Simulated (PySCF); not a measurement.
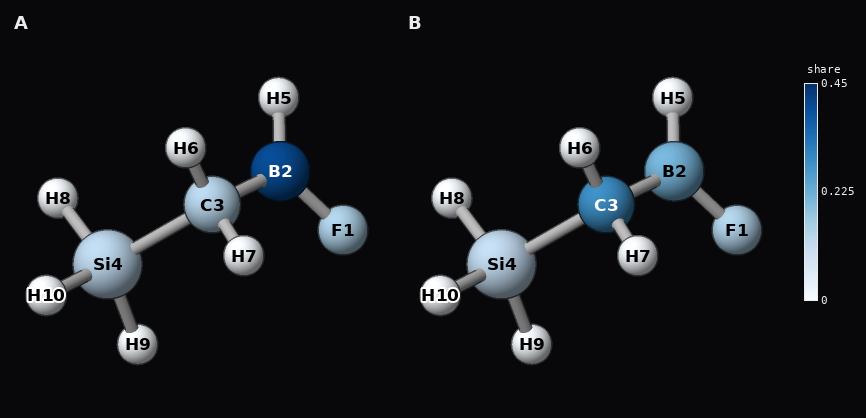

Each panel colours the atoms by their Löwdin share in one orbital (up to four of the largest shares; other atoms are shown as zero). The geometry was computed by an optimisation with GFN2-xTB. No frequency run is at hand to confirm it as a minimum. Method: B3LYP/def2-SVPD (PySCF 2.14.0).

The panels show the HOMO, LUMO, in some order. Which is which?

Answer. A: LUMO, −0.99 eV; B2 0.40, F1 0.15, C3 0.14, Si4 0.13
B: HOMO, −8.59 eV; C3 0.29, B2 0.21, F1 0.14, Si4 0.12

The geometry is semi-empirical. Around B, Si such bond lengths and angles can be off by a tenth of an ångström or more and by several degrees, and values that hang on the shape move with them.
